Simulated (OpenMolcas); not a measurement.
**Pt²⁺ among point charges: CASSCF and CASPT2 levels and susceptibility**

How does a field of 6 point charges split the states of Pt²⁺, and what χT follows?

Program: OpenMolcas 26.06. Level of theory: state-averaged CASSCF and CASPT2, spin-orbit coupling by RASSI with atomic mean-field integrals. These are calculated values, not measurements, unless marked.

### 1 Starting point

- Species: Pt²⁺ (platinum, Z = 78, 76 electrons)
- Basis: ANO-RCC-VDZP [7s6p4d2f], 59 functions
- Scalar Hamiltonian: DKH2, point nucleus
- Inactive shells: 1s 2s 2p 3s 3p 3d 4s 4p 4d 4f 5s 5p
- Active space: 8 electrons in 5 orbitals (5d)
- Some configurations of this space: 5d⁸
- Orbitals: optimised for each spin and parity, averaged over all roots

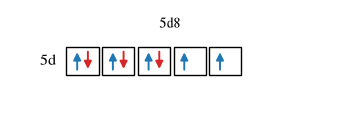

The shells outside the core, filled by Hund's rule for the drawing.

The ion sits among 6 point charges of -1.5 e arranged as an octahedron (Oh), 1.86 Å from the ion.

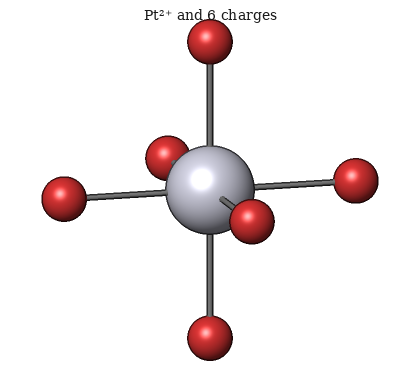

The ion and the point charges (red).

The work runs as a chain of OpenMolcas steps in one folder; each step below is one input file. Labels, J, g values, rates, χT and fits are worked out afterwards by a script from the matrices that RASSI stores. The input lists half of the charges; inversion (Group=XYZ) makes the rest.

### 2 GATEWAY and SEWARD: basis and integrals

The input, a.inp:

```
&GATEWAY
Coord
1

Pt 0.0 0.0 0.0
Basis=ANO-RCC-VDZP
Group=XYZ
NoMove
AngMom=0.0 0.0 0.0
AMFI
XField
3 Angstrom 0
1.860000 0.000000 0.000000 -1.500000
0.000000 1.860000 0.000000 -1.500000
0.000000 0.000000 1.860000 -1.500000
&SEWARD
```

Run with:

```console
OMP_NUM_THREADS=1 MOLCAS_MEM=1689 MOLCAS_PROJECT=a pymolcas a.inp > a.log
```

### 3 CASSCF: triplets of even parity, 10 roots

The input, a.inp:

```
&RASSCF
FileOrb=start.orb
Symmetry=1
Spin=3
nActEl=8 0 0
Inactive=15 19
Ras2=5 0
CIRoot=10 10 1
SDav=10
CIMx=300
Iter=120 100
PrWF=0.3
OrbListing=Nothing
MaxOrb=0
>>> COPY $Project.JobIph JOB001
```

start.orb holds the contracted functions of the basis, ordered by shell, or the orbitals of the step before.

### 4 CASSCF: singlets of even parity, 15 roots

The input, a.inp:

```
&RASSCF
FileOrb=start.orb
Symmetry=1
Spin=1
nActEl=8 0 0
Inactive=15 19
Ras2=5 0
CIRoot=15 15 1
SDav=15
CIMx=300
Iter=120 100
PrWF=0.3
OrbListing=Nothing
MaxOrb=0
>>> COPY $Project.JobIph JOB002
```

### 5 State interaction with spin-orbit coupling

The input, a.inp:

```
&RASSI
NrOfJobIphs=2 10 15
1 2 3 4 5 6 7 8 9 10
1 2 3 4 5 6 7 8 9 10 11 12 13 14 15
IphNames
JOB001
JOB002
EJob
SpinOrbit
DIPRint=1.0
SOCoupling=1000.0
Subsets=2
Property=9
'ANGMOM' 1 'ANGMOM' 2 'ANGMOM' 3 'MLTPL  1' 1 'MLTPL  1' 2 'MLTPL  1' 3
'AMFI' 1 'AMFI' 2 'AMFI' 3
SOProperty=3
'ANGMOM' 1 'ANGMOM' 2 'ANGMOM' 3
```

### 6 CASPT2: IPEA 0.25, imaginary shift 0.1 (closed shells correlated: 5s 5p)

The input, a.inp:

```
>>> COPY JOB001 $Project.JobIph
&CASPT2
Multistate=10 1 2 3 4 5 6 7 8 9 10
NoMult
Frozen=14 16
IPEA=0.25
Imaginary=0.1
MaxIter=60
WThr=0.0 0.3 0.05
PrWF=0.5
NoMix
>>> COPY JOB002 $Project.JobIph
&CASPT2
Multistate=15 1 2 3 4 5 6 7 8 9 10 11 12 13 14 15
NoMult
Frozen=14 16
IPEA=0.25
Imaginary=0.1
MaxIter=60
WThr=0.0 0.3 0.05
PrWF=0.5
NoMix
```

(Steps that only read results are left out.)

**Question.** What will these runs give? Wanted: spin-free ground state; first state of the same spin within the active space; lowest level; next level.

**Answer**, as computed:

| quantity | value |
| --- | --- |
| method | SS-CASPT2, IPEA 0.25, imaginary shift 0.1 (closed shells correlated: 5s 5p) |
| spin-free ground state | 3A2, 1-fold in its orbital part |
| first state of the same spin within the active space | 3T2 at 14900 cm⁻¹ |
| lowest level | 3-fold T2 |
| next level | 9182.1 cm⁻¹ |
| χT at 300 K | 2.02 cm³ K/mol |
| effective moment at 300 K | 4.02 μB |

Cost by method:

```csv
method,time of its own steps,time with the reference
A. CASSCF,4.6 s,4.6 s
"B. SS-CASPT2, IPEA 0.25, imaginary shift 0.1, +5s 5p",1.9 s,6.5 s
```

Times are of one thread on a shared host.

In words: The spin-free ground state (3A2) comes to 100 % from free-ion F terms and keeps the highest spin of the shell. χT at 300 K is 2.02, against 1.00 cm³ K/mol for the spin alone, so orbital moment adds to it. A ligand-field fit to the states below 45000 cm-1 gives 10Dq = 14496 cm-1, B = 794 cm-1 and C = 2988 cm-1 (C/B = 3.76), with a deviation of 289 cm-1. CASPT2 does not keep the components of a term degenerate, and the means are used. The field of point charges can differ much from that of real complexes. Point charges carry no covalency, so the field is a model and not that of real ligands.
